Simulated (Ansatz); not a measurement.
## Electronic structure of Cl₃GeH₂N···HCl in real space

Input

```
crystal:
  periodic: [false, false, false]
  atoms:
    - { symbol: Ge, position_ang: [0.0, 0.0, 0.0] }
    - { symbol: Cl, position_ang: [0.0, 0.0, 2.57] }
    - { symbol: Cl, position_ang: [2.0935, 0.0, -0.7393] }
    - { symbol: Cl, position_ang: [-1.0456, 1.8115, -0.7393] }
    - { symbol: Cl, position_ang: [-1.0456, -1.8115, -0.7393] }
    - { symbol: "N", position_ang: [-2.0973, 0.0, 0.6969] }
    - { symbol: H, position_ang: [-2.8173, -0.6071, 0.2106] }
    - { symbol: H, position_ang: [-2.3831, 0.6071, 1.5174] }
    - { symbol: H, position_ang: [-1.4594, 0.0, 1.8686] }
basis:
  gaussian: { orbitals: def2-SVP }
hamiltonian:
  xc: hf
relax:
  f_tol: 0.15
  max_steps: 25
  restrain:
    - { distance: [0, 5], at: 1.91, k: 30.0 }
    - { distance: [8, 1], at: 1.37, k: 30.0 }
    - { distance: [0, 1], at: 3.42, k: 30.0 }
    - { distance: [8, 5], at: 2.26, k: 30.0 }
output:
  orbitals: {}
```

Launched as:

```sh
ansatz run input.yaml --threads 4 --pin off --max-ram 5120MiB --backend cpu --events-out ev --progress --plain --runs-dir out
```

The fields are those of the run's last geometry, not of the input's.

Not at a stationary point (largest force 1.5 eV/Å).

Computed with RHF/def2-SVP (Ansatz 0.2.0).

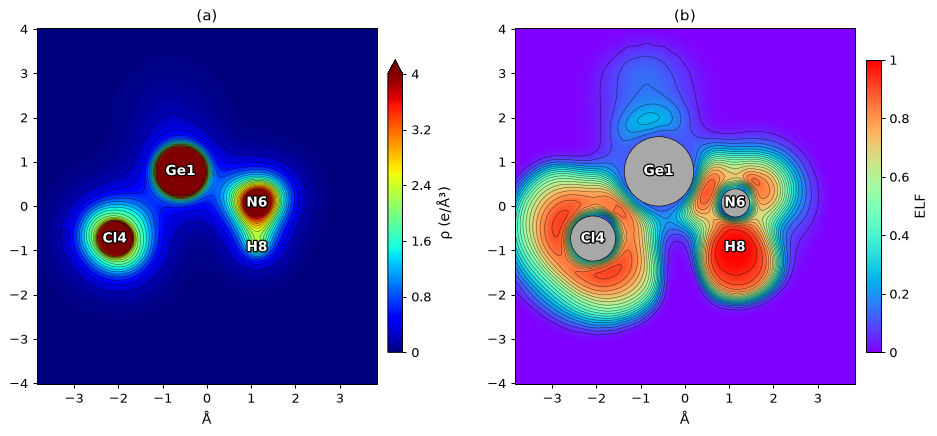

Figure 1. (a) total electron density; (b) ELF on the plane of atoms Ge1, N6 and H8. Grey discs cover the atomic cores in the ELF map.

**Read the bonding off the picture.**

The section cuts through Ge, Cl, N and H sites.
Ge–N (1.87 Å): the density is about 0.95 e/Å³ at the midpoint; the ELF peaks at about 0.90 in the valence shell of N, 0.7 Å from its nucleus, and is about 0.55 at the midpoint.
Ge–Cl (2.13 Å): ρ at the midpoint is about 0.78 e/Å³, with its minimum of 0.7 e/Å³ about 0.9 Å from Ge; the ELF peaks at about 0.85 in the valence shell of Cl, 0.9 Å from its nucleus, and is about 0.70 at the midpoint.
N–H (1.01 Å): ρ at the midpoint is about 2.8 e/Å³; the ELF climbs to about 1 towards the hydrogen, as it does in any bond to H; an ordinary covalent bond to hydrogen.
The ELF also peaks beside Cl4, away from the bonds: lone-pair regions.

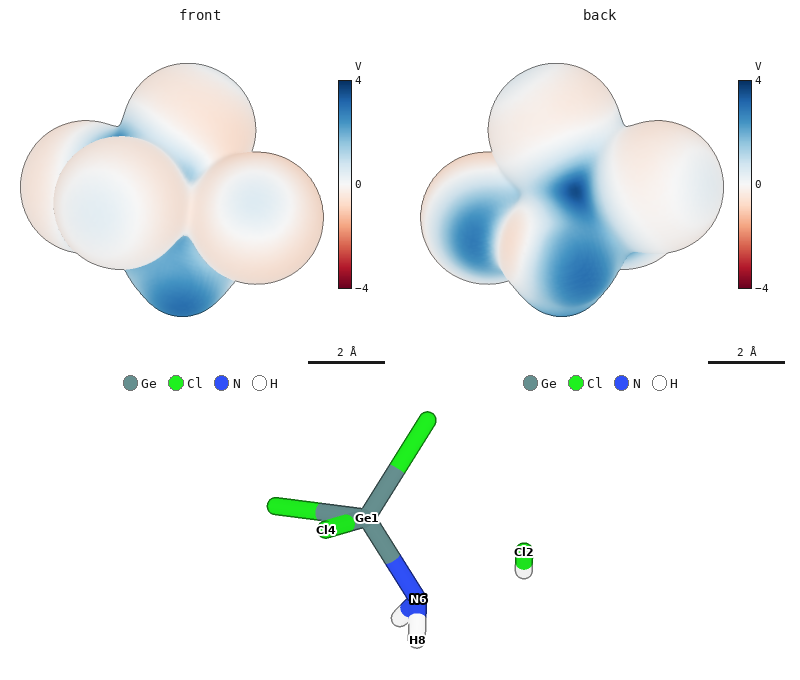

Figure 2. The molecular electrostatic potential painted on the density surface at 0.004 e/bohr³, seen from the front and from behind; the colour scale runs from red (negative) to blue (positive). The bare structure is drawn below in the same view.

**Describe the electrostatic potential map.**

The most negative region (about −0.7 V) lies over Cl2, the most positive (about +3.0 V) over Ge1, H7 and H8. Cl2 shows a σ-hole: about +0.5 V at the tip opposite its bond, against about −0.3 V on its flanks. Cl3 shows a σ-hole: about +0.3 V at the tip opposite its bond, against about −0.3 V on its flanks. Cl4 shows a σ-hole: about +0.4 V at the tip opposite its bond, against about −0.2 V on its flanks. Cl5 shows a σ-hole: about +0.3 V at the tip opposite its bond, against about −0.2 V on its flanks.

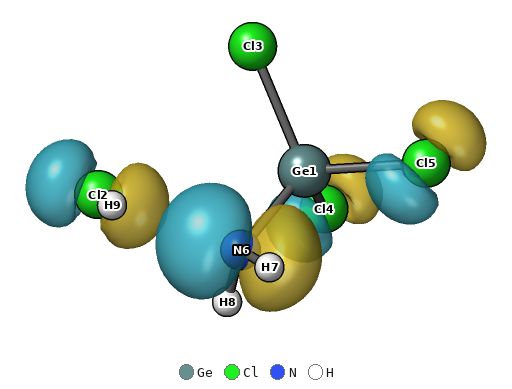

Figure 3. The HOMO at ±0.15 Å⁻³ᐟ² (yellow and cyan are the two phases), seen at an oblique angle.

**Describe this orbital and give its energy.**

Its weight (Hirshfeld) is mainly on N6 (about 45 %), Cl2 (about 15 %), Cl5 (about 15 %) and Cl4 (about 10 %); largely a combination of lone pairs on N6, Cl2, Cl5 and Cl4. Its energy is −12.11 eV.

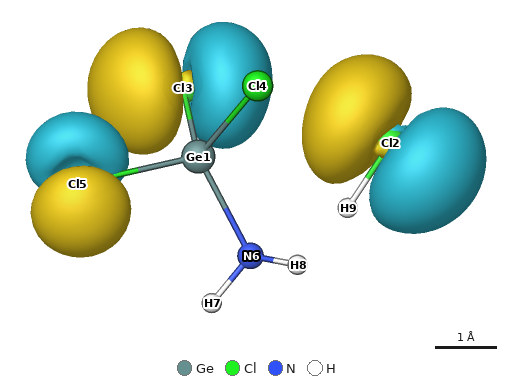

Figure 4. The HOMO−1 at ±0.1 Å⁻³ᐟ² (yellow and cyan are the two phases), seen at an oblique angle.

**Describe this orbital and give its energy.**

It lies mainly on Cl2 (about 45 %), Cl3 (about 35 %) and Cl5 (about 15 %); largely a combination of lone pairs on Cl2, Cl3 and Cl5. Its energy is −12.34 eV.
